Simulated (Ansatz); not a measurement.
**B2FH2NO: single points with varied inputs**

Aim: run B2FH2NO under a spread of inputs, and see what each costs and gives.

Computed with Ansatz 0.2.0, Gaussian basis. Level: the settings change from run to run.

## (1) The geometry

An earlier PBE0-D4 in a triple-zeta def2 set relaxation fixed the geometry.

SMILES `OB1NB1F`, 7 atoms, charge 0, spin multiplicity 1.

Atoms are counted from 1 here; the program's logs count them from 0.

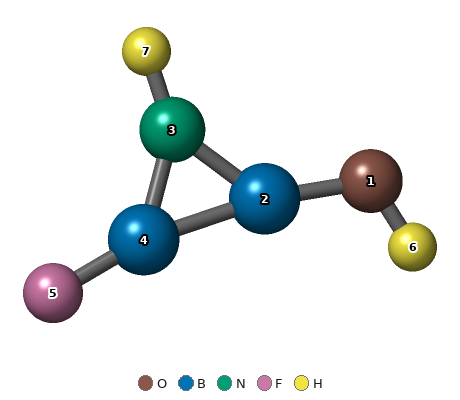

The geometry (oxygen brown, boron blue, nitrogen teal, fluorine pink, hydrogen yellow); atoms are numbered from 1 in the order of the file.

## (2) revPBE0/cc-pVTZ-DK

Set apart from the defaults: D3(BJ) with three-body dispersion.

File in.yaml:

```yaml
crystal:
  periodic: [false, false, false]
  atoms:
    - {symbol: O, position_ang: [-1.276656, 0.176373, 1.308051]}
    - {symbol: B, position_ang: [-0.378955, 0.150203, 0.304212]}
    - {symbol: N, position_ang: [0.632166, -0.768229, -0.094782]}
    - {symbol: B, position_ang: [0.587028, 0.339723, -0.954127]}
    - {symbol: F, position_ang: [1.249971, 0.724057, -2.025319]}
    - {symbol: H, position_ang: [-1.829428, 0.960223, 1.293407]}
    - {symbol: H, position_ang: [1.077176, -1.650351, 0.122858]}
basis:
  gaussian: {orbitals: cc-pVTZ-DK}
hamiltonian: {xc: {name: revPBE0}, dispersion: d3bjatm}
output: {forces: true}
```

On the command line:

```
ansatz run in.yaml --threads 2 --pin off --events-out ev --progress --plain --max-ram 4352MiB
```

Standard output, shortened:

```text
Functional definition: revPBE0
  name "revPBE0"
  cite "Zhang & Yang, Phys. Rev. Lett. 80, 890 (1998) doi:10.1103/PhysRevLett.80.890"
  cite "Adamo & Barone, J. Chem. Phys. 110, 6158 (1999) doi:10.1063/1.478522"
  cite "Perdew, Burke & Ernzerhof, Phys. Rev. Lett. 77, 3865 (1996) doi:10.1103/PhysRevLett.77.3865"
[...]
1037 factors; their error is unknown
[...]
mean field -7646.26727942 eV, -280.9951396926 hartree, gradient 5.1e-5 eV, S^2 0.000000; 0 other end points of the search recorded, 0 dependent functions left out
[...]
reference -7646.26731425 eV, -280.9951409726 hartree; 18, 18 occupied and 160, 160 virtual orbitals, 1037 factors
Total energy: -7646.48628707 eV, -281.0031880753 hartree
Relativity: scalar
Atom 0 at    -1.276656     0.176373     1.308051 Å, force    -0.178178     0.045958     0.163447 eV/Å
Atom 1 at    -0.378955     0.150203     0.304212 Å, force    -0.016527     0.110041    -0.071575 eV/Å
Atom 2 at     0.632166    -0.768229    -0.094782 Å, force     0.119499    -0.250406     0.068633 eV/Å
Atom 3 at     0.587028     0.339723    -0.954127 Å, force    -0.046281     0.102544    -0.028165 eV/Å
Atom 4 at     1.249971     0.724057    -2.025319 Å, force     0.061188     0.033647    -0.099600 eV/Å
Atom 5 at    -1.829428     0.960223     1.293407 Å, force     0.071918    -0.066238    -0.026442 eV/Å
Atom 6 at     1.077176    -1.650351     0.122858 Å, force    -0.011619     0.024454    -0.006298 eV/Å
Dipole moment:    -0.108373    -0.094216     0.200523 e Å
```

Run time: 2.5 s. Hardware: 2 threads of Arm Neoverse V2, shared host.

Largest force 0.286 eV/Å, dipole 1.18 D.

## (3) wB97M-V/def2-mTZVP

Set apart from the defaults: unrestricted orbitals, relativity set to none.

in.yaml: that of step 2 with these lines changed.

```diff
@@ -11,4 +11,5 @@
 basis:
-  gaussian: {orbitals: cc-pVTZ-DK}
-hamiltonian: {xc: {name: revPBE0}, dispersion: d3bjatm}
+  gaussian: {orbitals: def2-mTZVP}
+magnetization: {spin_polarized: true, initial_magnetization: 0}
+hamiltonian: {xc: {name: wB97M-V}, pseudopotentials: {relativity: none}}
 output: {forces: true}
```

The command is unchanged.

Standard output, shortened:

```text
Functional definition: wB97M-V
  name "wB97M-V"
  cite "Mardirossian & Head-Gordon, J. Chem. Phys. 144, 214110 (2016) doi:10.1063/1.4952647"
  cite "Becke, J. Chem. Phys. 107, 8554 (1997) doi:10.1063/1.475007"
  cite "Vydrov & Van Voorhis, J. Chem. Phys. 133, 244103 (2010) doi:10.1063/1.3521275"
  # Of w^i u^j: cxij and so on, Table III.
[...]
  gx(w, u) = 1 - cx + cx01*u + cx10*w
  gss(w, u) = css00 + css04*u^4 + css10*w + css20*w^2 + css43*w^4*u^3
  gos(w, u) = cos00 + cos10*w + (cos20 + cos21*u)*w^2 + (cos60 + cos61*u)*w^6
[...]
      + integral(e_c_pw_mod_opposite_spin*gos(b97_w_opposite, b97_u_opposite)) + vv10(b, c)
869 factors; their error is unknown
230 factors; integrals over basis functions are off by at most 1.4e-5 eV
[...]
mean field -7642.75074131 eV, -280.8659093006 hartree, gradient 3.4e-5 eV, S^2 0.000000; 0 other end points of the search recorded, 0 dependent functions left out
[...]
reference -7642.75078913 eV, -280.8659110578 hartree; 18, 18 occupied and 88, 88 virtual orbitals, 869 factors
Total energy: -7642.75078913 eV, -280.8659110578 hartree
Atom 0 at    -1.276656     0.176373     1.308051 Å, force    -0.029940    -0.175035     0.176237 eV/Å
Atom 1 at    -0.378955     0.150203     0.304212 Å, force     0.092184     0.023093    -0.124099 eV/Å
Atom 2 at     0.632166    -0.768229    -0.094782 Å, force     0.008648     0.018467    -0.025889 eV/Å
Atom 3 at     0.587028     0.339723    -0.954127 Å, force    -0.142904    -0.073552     0.226401 eV/Å
Atom 4 at     1.249971     0.724057    -2.025319 Å, force     0.179835     0.098348    -0.287839 eV/Å
Atom 5 at    -1.829428     0.960223     1.293407 Å, force    -0.144887     0.185754     0.013536 eV/Å
Atom 6 at     1.077176    -1.650351     0.122858 Å, force     0.037064    -0.077075     0.021652 eV/Å
Dipole moment:    -0.107710    -0.098239     0.203057 e Å
```

Run time: 7.5 s. Hardware: 2 threads of Arm Neoverse V2, shared host.

Largest force 0.353 eV/Å, dipole 1.20 D, ⟨S²⟩ 0.000.

## (4) PBE/aug-cc-pVDZ

Set apart from the defaults: D3(BJ) dispersion.

in.yaml: that of step 3 with these lines changed.

```diff
@@ -11,5 +11,3 @@
 basis:
-  gaussian: {orbitals: def2-mTZVP}
-magnetization: {spin_polarized: true, initial_magnetization: 0}
-hamiltonian: {xc: {name: wB97M-V}, pseudopotentials: {relativity: none}}
-output: {forces: true}
+  gaussian: {orbitals: aug-cc-pVDZ}
+hamiltonian: {xc: {name: PBE}, dispersion: d3bj}
```

Same command.

Standard output:

```text
Functional definition: PBE
  name "PBE"
  cite "Perdew, Burke & Ernzerhof, Phys. Rev. Lett. 77, 3865 (1996) doi:10.1103/PhysRevLett.77.3865"
  parent pbe
  parameter kappa = 0.804
  parameter beta = 0.06672455060314922
  exchange = pbe_x(kappa = kappa, mu = beta*pi^2/3)
  correlation = pbe_c(beta = beta)
1097 factors; their error is unknown
mean field evaluation 1: about -7620.4639 eV, gradient 8.5e1 eV
mean field evaluation 2: about -7577.5569 eV, gradient 1.6e2 eV
mean field evaluation 4: about -7633.9693 eV, gradient 1.6e1 eV
mean field evaluation 8: about -7634.4112 eV, gradient 1.3e-1 eV
mean field evaluation 16: about -7634.3725 eV, gradient 4.4e-4 eV
mean field -7634.37247286 eV, -280.5580136141 hartree, gradient 7.0e-5 eV, S^2 0.000000; 0 other end points of the search recorded, 0 dependent functions left out
reference -7634.37254513 eV, -280.5580162698 hartree; 18, 18 occupied and 115, 115 virtual orbitals, 1097 factors
Total energy: -7634.47054436 eV, -280.5616176751 hartree
```

Run time: 1.5 s. Hardware: 2 threads of Arm Neoverse V2, shared host.

## (5) wB97/def2-SVP

Set apart from the defaults: multiplicity 3, coordinates scaled by 0.96, a point charge of 2.00 e beside it, the search for lower states set to light.

File in.yaml:

```yaml
crystal:
  periodic: [false, false, false]
  atoms:
    - {symbol: O, position_ang: [-1.225590, 0.169318, 1.255729]}
    - {symbol: B, position_ang: [-0.363797, 0.144194, 0.292043]}
    - {symbol: N, position_ang: [0.606879, -0.737500, -0.090991]}
    - {symbol: B, position_ang: [0.563547, 0.326135, -0.915962]}
    - {symbol: F, position_ang: [1.199972, 0.695095, -1.944306]}
    - {symbol: H, position_ang: [-1.756251, 0.921814, 1.241671]}
    - {symbol: H, position_ang: [1.034089, -1.584337, 0.117944]}
basis:
  gaussian: {orbitals: def2-SVP, point_charges: [{charge: 2.00, position_ang: [5.220, 0.773, -0.126]}]}
magnetization: {spin_polarized: true, initial_magnetization: 2}
hamiltonian: {xc: {name: wB97}}
scf: {lower_state_search: light}
output: {forces: true}
```

Same command.

Standard output, shortened:

```text
Functional definition: wB97
  name "wB97"
  cite "Chai & Head-Gordon, J. Chem. Phys. 128, 084106 (2008) doi:10.1063/1.2834918"
  cite "Becke, J. Chem. Phys. 107, 8554 (1997) doi:10.1063/1.475007"
[...]
  # The coefficients of nought are those of the uniform gas.
[...]
      + integral(e_c_pw_opposite_spin*poly(b97_u_opposite, 1, cos1, cos2, cos3, cos4))
887 factors; their error is unknown
240 factors; integrals over basis functions are off by at most 1.5e-5 eV
[...]
mean field -7629.41917088 eV, -280.3759831237 hartree, gradient 6.1e-5 eV, S^2 2.004260; 0 other end points of the search recorded, 0 dependent functions left out
[...]
reference -7629.41916544 eV, -280.3759829239 hartree; 19, 17 occupied and 61, 63 virtual orbitals, 887 factors
Total energy: -7629.41916544 eV, -280.3759829239 hartree
Atom 0 at    -1.225590     0.169318     1.255729 Å, force    -0.266289    -0.878707     1.222990 eV/Å
Atom 1 at    -0.363797     0.144194     0.292043 Å, force    -2.014189    -0.229852     2.125407 eV/Å
Atom 2 at     0.606879    -0.737500    -0.090991 Å, force     1.298143    -4.067464     1.225653 eV/Å
Atom 3 at     0.563547     0.326135    -0.915962 Å, force     1.180948     2.829499    -1.252701 eV/Å
Atom 4 at     1.199972     0.695095    -1.944306 Å, force     1.713064     1.751740    -4.247753 eV/Å
Atom 5 at    -1.756251     0.921814     1.241671 Å, force    -2.136172     2.166332     0.448314 eV/Å
Atom 6 at     1.034089    -1.584337     0.117944 Å, force     0.559608    -1.621537     0.567193 eV/Å
Dipole moment:    -0.683453    -0.060143     0.289846 e Å
```

Run time: 4.7 s. Hardware: 2 threads of Arm Neoverse V2, shared host.

Largest force 4.904 eV/Å, dipole 3.58 D, ⟨S²⟩ 2.004.

## (6) rPW86-PBE/pcseg-2

Set apart from the defaults: multiplicity 3, coordinates scaled by 1.12, D4 dispersion.

File in.yaml:

```yaml
crystal:
  periodic: [false, false, false]
  atoms:
    - {symbol: O, position_ang: [-1.429855, 0.197538, 1.465017]}
    - {symbol: B, position_ang: [-0.424430, 0.168227, 0.340717]}
    - {symbol: N, position_ang: [0.708026, -0.860416, -0.106156]}
    - {symbol: B, position_ang: [0.657472, 0.380490, -1.068623]}
    - {symbol: F, position_ang: [1.399968, 0.810944, -2.268357]}
    - {symbol: H, position_ang: [-2.048960, 1.075450, 1.448616]}
    - {symbol: H, position_ang: [1.206437, -1.848393, 0.137601]}
basis:
  gaussian: {orbitals: pcseg-2}
magnetization: {spin_polarized: true, initial_magnetization: 2}
hamiltonian: {xc: {name: rPW86-PBE}, dispersion: d4}
output: {forces: true}
```

The command is unchanged.

Standard output, shortened:

```text
Functional definition: rPW86-PBE
  name "rPW86-PBE"
  cite "Murray, Lee & Langreth, J. Chem. Theory Comput. 5, 2754 (2009) doi:10.1021/ct900365q"
  cite "Perdew, Burke & Ernzerhof, Phys. Rev. Lett. 77, 3865 (1996) doi:10.1103/PhysRevLett.77.3865"
  parent pbe
[...]
921 factors; their error is unknown
[...]
mean field -7653.76723099 eV, -281.2707578293 hartree, gradient 4.8e-6 eV, S^2 2.004514; 6 other end points of the search recorded, 0 dependent functions left out
[...]
reference -7653.76735516 eV, -281.2707623924 hartree; 19, 17 occupied and 159, 161 virtual orbitals, 921 factors
Total energy: -7653.87906357 eV, -281.2748676005 hartree
Atom 0 at    -1.429855     0.197538     1.465017 Å, force     0.416366     3.097375    -3.027852 eV/Å
Atom 1 at    -0.424430     0.168227     0.340717 Å, force     0.395476    -2.495088     1.603838 eV/Å
Atom 2 at     0.708026    -0.860416    -0.106156 Å, force    -0.981639     1.444105    -0.063037 eV/Å
Atom 3 at     0.657472     0.380490    -1.068623 Å, force     2.033574    -1.821026    -0.823551 eV/Å
Atom 4 at     1.399968     0.810944    -2.268357 Å, force    -2.272304    -0.712554     3.176748 eV/Å
Atom 5 at    -2.048960     1.075450     1.448616 Å, force     2.065326    -2.814532    -0.039664 eV/Å
Atom 6 at     1.206437    -1.848393     0.137601 Å, force    -1.656800     3.301721    -0.826482 eV/Å
Dipole moment:    -0.267129     0.037670     0.273756 e Å
```

It took 13 s on 2 threads of Arm Neoverse V2, shared host.

Largest force 4.351 eV/Å, dipole 1.85 D, ⟨S²⟩ 2.005.

## (7) PBE0-DH/x2c-TZVPPall

This run has atoms shaken by 0.08 Å, high accuracy.

File in.yaml:

```yaml
crystal:
  periodic: [false, false, false]
  atoms:
    - {symbol: O, position_ang: [-1.212361, 0.091746, 1.264307]}
    - {symbol: B, position_ang: [-0.334144, 0.183123, 0.169925]}
    - {symbol: N, position_ang: [0.636318, -0.792091, -0.039864]}
    - {symbol: B, position_ang: [0.597672, 0.184234, -0.945424]}
    - {symbol: F, position_ang: [1.308979, 0.701042, -2.105238]}
    - {symbol: H, position_ang: [-1.792477, 1.060436, 1.324005]}
    - {symbol: H, position_ang: [1.104265, -1.622319, 0.180429]}
basis:
  gaussian: {orbitals: x2c-TZVPPall}
hamiltonian: {xc: {name: PBE0-DH}}
accuracy: high
output: {forces: true}
```

The command is unchanged.

Standard output, shortened:

```text
Functional definition: PBE0-DH
  name "PBE0-DH"
  cite "Brémond & Adamo, J. Chem. Phys. 135, 024106 (2011) doi:10.1063/1.3604569"
  cite "Perdew, Burke & Ernzerhof, Phys. Rev. Lett. 77, 3865 (1996) doi:10.1103/PhysRevLett.77.3865"
[...]
3065 factors; integrals over basis functions are off by at most 3.8e-8 eV
[...]
mean field -7636.74102620 eV, -280.6450563439 hartree, gradient 2.1e-8 eV, S^2 0.000000; 0 other end points of the search recorded, 0 dependent functions left out
5 core orbitals not correlated: weight in the atoms' cores, before any rotation towards them, 1.000 or more for the frozen orbitals, at most 0.000 for the correlated occupied ones
reference -7636.74102824 eV, -280.6450564189 hartree; 13, 13 occupied and 165, 165 virtual orbitals, 3065 factors
second order -29.23189201 eV of doubles, -0.00000000 eV of singles
[...]
Total energy: -7640.39501474 eV, -280.7793379461 hartree
Relativity: scalar
Atom 0 at    -1.212361     0.091746     1.264307 Å, force    -1.861218     5.572974    -1.358409 eV/Å
Atom 1 at    -0.334144     0.183123     0.169925 Å, force    -4.594210    -0.734752     5.887188 eV/Å
Atom 2 at     0.636318    -0.792091    -0.039864 Å, force     0.923622    -0.981595    -0.484622 eV/Å
Atom 3 at     0.597672     0.184234    -0.945424 Å, force     4.248026     3.778026    -7.537560 eV/Å
Atom 4 at     1.308979     0.701042    -2.105238 Å, force    -1.800570    -1.842093     3.160552 eV/Å
Atom 5 at    -1.792477     1.060436     1.324005 Å, force     2.628858    -4.664134    -0.274655 eV/Å
Atom 6 at     1.104265    -1.622319     0.180429 Å, force     0.455492    -1.128426     0.607506 eV/Å
Dipole moment:    -0.118963    -0.145751     0.313376 e Å
```

Wall time 31 s (2 threads of Arm Neoverse V2, shared host); peak memory 0.9 GiB.

Largest force 9.441 eV/Å, dipole 1.76 D.

## (8) B3LYP5/def2-mTZVPP

Options: density fitting with def2-universal-jkfit, a point charge of 1.00 e beside it.

File in.yaml:

```yaml
crystal:
  periodic: [false, false, false]
  atoms:
    - {symbol: O, position_ang: [-1.276656, 0.176373, 1.308051]}
    - {symbol: B, position_ang: [-0.378955, 0.150203, 0.304212]}
    - {symbol: N, position_ang: [0.632166, -0.768229, -0.094782]}
    - {symbol: B, position_ang: [0.587028, 0.339723, -0.954127]}
    - {symbol: F, position_ang: [1.249971, 0.724057, -2.025319]}
    - {symbol: H, position_ang: [-1.829428, 0.960223, 1.293407]}
    - {symbol: H, position_ang: [1.077176, -1.650351, 0.122858]}
basis:
  gaussian: {orbitals: def2-mTZVPP, fitting: {mean_field: def2-universal-jkfit}, point_charges: [{charge: 1.00, position_ang: [3.978, 0.910, -0.820]}]}
hamiltonian: {xc: {name: B3LYP5}}
output: {forces: true}
```

Launched as before.

Standard output, shortened:

```text
Functional definition: B3LYP5
  name "B3LYP5"
  cite "Stephens, Devlin, Chabalowski & Frisch, J. Phys. Chem. 98, 11623 (1994) doi:10.1021/j100096a001"
  cite "Becke, Phys. Rev. A 38, 3098 (1988) doi:10.1103/PhysRevA.38.3098"
  cite "Lee, Yang & Parr, Phys. Rev. B 37, 785 (1988) doi:10.1103/PhysRevB.37.785"
  cite "Vosko, Wilk & Nusair, Can. J. Phys. 58, 1200 (1980) doi:10.1139/p80-159"
[...]
417 factors; integrals over basis functions are off by at most 1.6e0 eV
[...]
mean field -7642.00310139 eV, -280.8384340403 hartree, gradient 1.5e-5 eV, S^2 0.000000; 0 other end points of the search recorded, 0 dependent functions left out
[...]
reference -7642.00332547 eV, -280.8384422751 hartree; 18, 18 occupied and 102, 102 virtual orbitals, 417 factors
Total energy: -7642.00332547 eV, -280.8384422751 hartree
Atom 0 at    -1.276656     0.176373     1.308051 Å, force     0.487740    -0.095129    -0.395895 eV/Å
Atom 1 at    -0.378955     0.150203     0.304212 Å, force    -0.593880     0.281675     0.491037 eV/Å
Atom 2 at     0.632166    -0.768229    -0.094782 Å, force     0.801620     0.049814    -0.315189 eV/Å
Atom 3 at     0.587028     0.339723    -0.954127 Å, force    -0.966976    -0.384119     0.756480 eV/Å
Atom 4 at     1.249971     0.724057    -2.025319 Å, force     0.978816     0.243202    -0.515963 eV/Å
Atom 5 at    -1.829428     0.960223     1.293407 Å, force    -0.287541     0.191295     0.102360 eV/Å
Atom 6 at     1.077176    -1.650351     0.122858 Å, force    -0.151756    -0.295625     0.031910 eV/Å
Dipole moment:    -0.434740    -0.157413     0.284908 e Å
```

Wall time 1.2 s (2 threads of Arm Neoverse V2, shared host).

Largest force 1.286 eV/Å, dipole 2.61 D.

## (9) wPBEh/def2-mTZVP

in.yaml: that of step 8 with these lines changed.

```diff
@@ -11,4 +11,3 @@
 basis:
-  gaussian: {orbitals: def2-mTZVPP, fitting: {mean_field: def2-universal-jkfit}, point_charges: [{charge: 1.00, position_ang: [3.978, 0.910, -0.820]}]}
-hamiltonian: {xc: {name: B3LYP5}}
-output: {forces: true}
+  gaussian: {orbitals: def2-mTZVP}
+hamiltonian: {xc: {name: wPBEh}}
```

Launched as before.

Standard output, shortened:

```text
Functional definition: wPBEh
  name "wPBEh"
  cite "Heyd, Scuseria & Ernzerhof, J. Chem. Phys. 118, 8207 (2003) doi:10.1063/1.1564060"
  cite "Krukau, Vydrov, Izmaylov & Scuseria, J. Chem. Phys. 125, 224106 (2006) doi:10.1063/1.2404663"
  cite "Heyd & Scuseria, J. Chem. Phys. 120, 7274 (2004) doi:10.1063/1.1668634"
  cite "Ernzerhof & Perdew, J. Chem. Phys. 109, 3313 (1998) doi:10.1063/1.476928"
  cite "Perdew, Burke & Ernzerhof, Phys. Rev. Lett. 77, 3865 (1996) doi:10.1103/PhysRevLett.77.3865"
  parent pbe
[...]
869 factors; their error is unknown
102 factors; integrals over basis functions are off by at most 4.4e-7 eV
[...]
mean field -7637.26955646 eV, -280.6644794725 hartree, gradient 2.2e-5 eV, S^2 0.000000; 0 other end points of the search recorded, 0 dependent functions left out
reference -7637.26959522 eV, -280.6644808969 hartree; 18, 18 occupied and 88, 88 virtual orbitals, 869 factors
Total energy: -7637.26959522 eV, -280.6644808969 hartree
```

Wall time 1.4 s (2 threads of Arm Neoverse V2, shared host).

## (10) B3LYP/def2-TZVPD

Options: density fitting with cc-pVTZ-jkfit, a grid of angular degree 23.

in.yaml: that of step 9 with these lines changed.

```diff
@@ -11,3 +11,3 @@
 basis:
-  gaussian: {orbitals: def2-mTZVP}
-hamiltonian: {xc: {name: wPBEh}}
+  gaussian: {orbitals: def2-TZVPD, fitting: {mean_field: cc-pVTZ-jkfit}, final_grid: {core_spheres: 8, valence_spheres: 7, degree: 23}}
+hamiltonian: {xc: {name: B3LYP}}
```

Launched as before.

Standard output, shortened:

```text
Functional definition: B3LYP
  name "B3LYP"
  cite "Stephens, Devlin, Chabalowski & Frisch, J. Phys. Chem. 98, 11623 (1994) doi:10.1021/j100096a001"
  cite "Becke, Phys. Rev. A 38, 3098 (1988) doi:10.1103/PhysRevA.38.3098"
  cite "Lee, Yang & Parr, Phys. Rev. B 37, 785 (1988) doi:10.1103/PhysRevB.37.785"
  cite "Vosko, Wilk & Nusair, Can. J. Phys. 58, 1200 (1980) doi:10.1139/p80-159"
[...]
455 factors; integrals over basis functions are off by at most 8.3e-1 eV
[...]
mean field -7645.58065962 eV, -280.9699068804 hartree, gradient 1.5e-5 eV, S^2 0.000000; 0 other end points of the search recorded, 0 dependent functions left out
reference -7645.58093230 eV, -280.9699169012 hartree; 18, 18 occupied and 191, 191 virtual orbitals, 455 factors
Total energy: -7645.58093230 eV, -280.9699169012 hartree
```

Run time: 1.5 s. Hardware: 2 threads of Arm Neoverse V2, shared host.

## (11) The runs in one table

```csv
level,charge,multiplicity,geometry,functions,energy (eV),time
revPBE0/cc-pVTZ-DK,0,1,relaxed,178,-7646.486,2.5 s
wB97M-V/def2-mTZVP,0,1,relaxed,106,-7642.751,7.5 s
PBE/aug-cc-pVDZ,0,1,relaxed,133,-7634.471,1.5 s
wB97/def2-SVP,0,3,"scaled, point charge",80,-7629.419,4.7 s
rPW86-PBE/pcseg-2,0,3,scaled,178,-7653.879,13 s
PBE0-DH/x2c-TZVPPall,0,1,shaken,183,-7640.395,31 s
B3LYP5/def2-mTZVPP,0,1,"relaxed, point charge",120,-7642.003,1.2 s
wPBEh/def2-mTZVP,0,1,relaxed,106,-7637.270,1.4 s
B3LYP/def2-TZVPD,0,1,relaxed,209,-7645.581,1.5 s
```

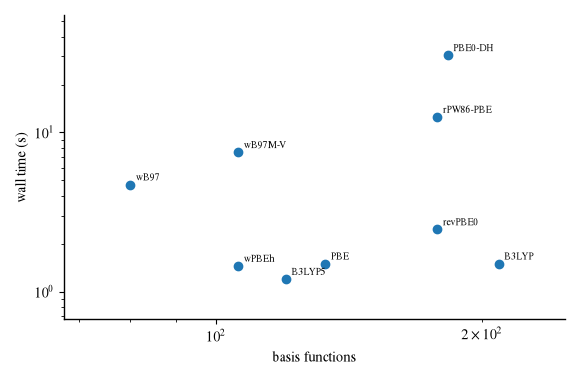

Wall time against the number of basis functions (shared host).

## (12) Outcome

| quantity | value |
| --- | --- |
| runs | 9 |
| quickest | B3LYP5/def2-mTZVPP, 1.2 s |
| slowest | PBE0-DH/x2c-TZVPPall, 31 s |
| spread of total energies, same state and geometry | 12.0 eV |
| dipole, same state and geometry | 1.18 to 1.20 D |

What this shows: Run time spans a factor of 25, from B3LYP5/def2-mTZVPP to PBE0-DH/x2c-TZVPPall. The jobs differ in tasks and options as well as level. Total energies at one charge and spin differ by 12 eV between levels, so only differences within one level mean anything. At the PBE0-D4/def2-TZVP geometry and in the same state, runs without warnings or point charges leave forces up to 0.35 eV/Å (wB97M-V/def2-mTZVP), against 9.4 eV/Å where the atoms were moved.
